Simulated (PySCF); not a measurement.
# C₅H₁₃BSSi: what the fields show

Input file:

```
{"job": {"kind": "uv", "xc": "PBE0", "basis": "def2-SVPD", "ip": true}, "charge": 0, "multiplicity": 1}
Si     2.966766     0.974050    -0.147099
S      2.188891    -0.107901     1.526710
C      0.454100    -0.302877     0.941283
B      0.315810    -1.071515    -0.427510
C     -0.953769    -0.830326    -1.304718
C     -1.718867     0.464876    -1.028884
C     -1.769337     0.801403     0.458599
C     -0.375134     0.976445     1.055132
H      2.638558     2.433171    -0.132753
H      4.449807     0.819827    -0.144311
H      2.380035     0.388680    -1.397365
H      0.043946    -1.054122     1.650952
H      1.108751    -1.942983    -0.706194
H     -0.749512    -0.984590    -2.377528
H     -1.582018    -1.708334    -1.030943
H     -2.740225     0.412864    -1.440268
H     -1.223753     1.297420    -1.559576
H     -2.352962     1.722418     0.617688
H     -2.307220     0.002517     1.002420
H     -0.429833     1.302483     2.106089
H      0.139264     1.791301     0.514655
```

Command:

```sh
OMP_NUM_THREADS=1 python probes_run.py task.json out
```

Geometry: PBE0-D3(BJ)/def2-SVP.

These are results of PySCF, PBE0/def2-SVPD, SCF density, gas phase, not measurements.

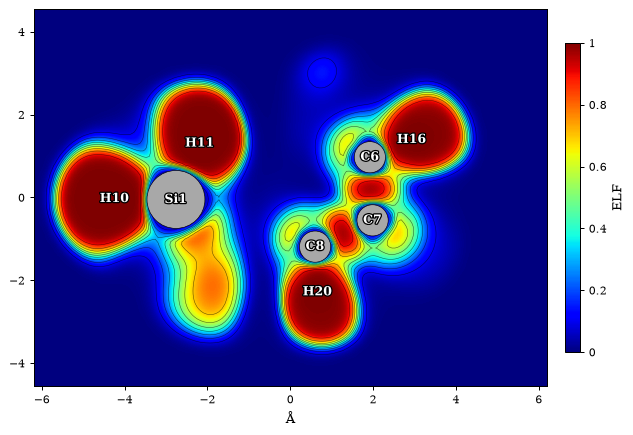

Figure 1. Electron localisation function on the plane of atoms C6, C7 and C8. Grey discs cover the atomic cores.

What do the fields say about this system?

Atoms in the plane: Si, C and H. C–C (1.53 Å): the ELF peaks at about 0.95 between the atoms: a shared electron pair. C–H (1.10 Å): the ELF climbs to about 1 towards the hydrogen, as it does in any bond to H (an ordinary covalent bond to hydrogen). Si–H (1.49 Å): the ELF climbs to about 1 towards the hydrogen.

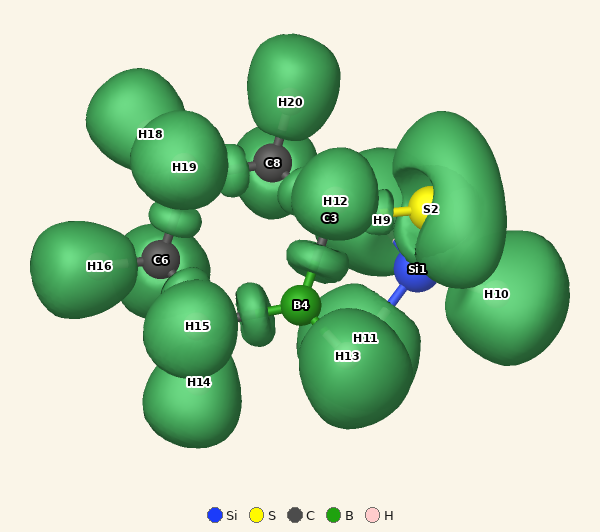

Figure 2. Isosurface of the electron localisation function at 0.8 (green), seen at a tilt. Only the valence region is drawn (cores and ρ < 0.01 e/Å³ removed).

Where are the electrons localised?

The surface consists of two regions between bonded B–C atoms (shared pairs), four regions between bonded C–C atoms (shared pairs), one region between bonded C–S atoms (shared pairs), 13 regions around hydrogen nuclei and one region on S in which the atom's valence shell and bonds are merged.


 C–B (1.56 Å): the ELF peaks at about 0.95 between the atoms, as expected for a covalent bond.

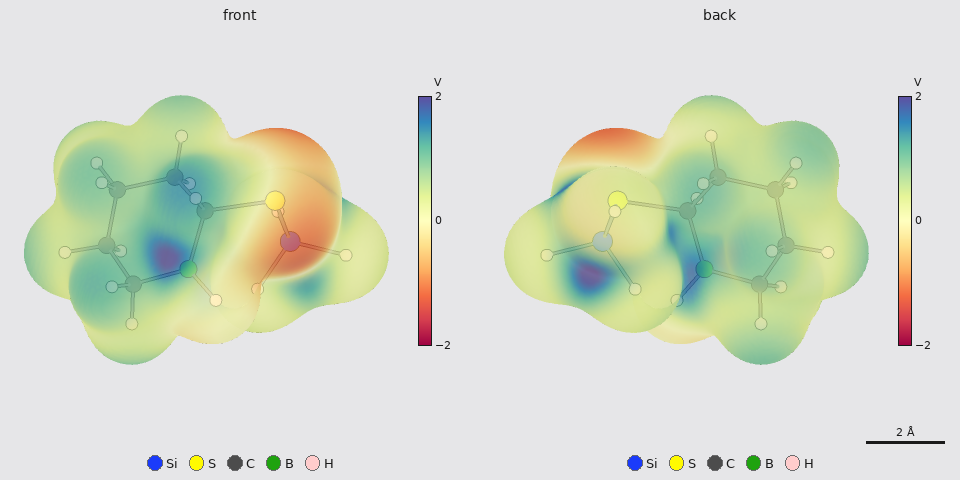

Figure 3. The molecular electrostatic potential painted on the density surface at 0.004 e/bohr³, seen from the front and from behind; the colour scale runs from red (negative) to blue (positive).

Describe the electrostatic potential map.

The most negative region (about −1.2 V, or −28 kcal/mol for a unit charge) lies over S2, the most positive (about +1.9 V, or +44 kcal/mol for a unit charge) over Si1 and B4.
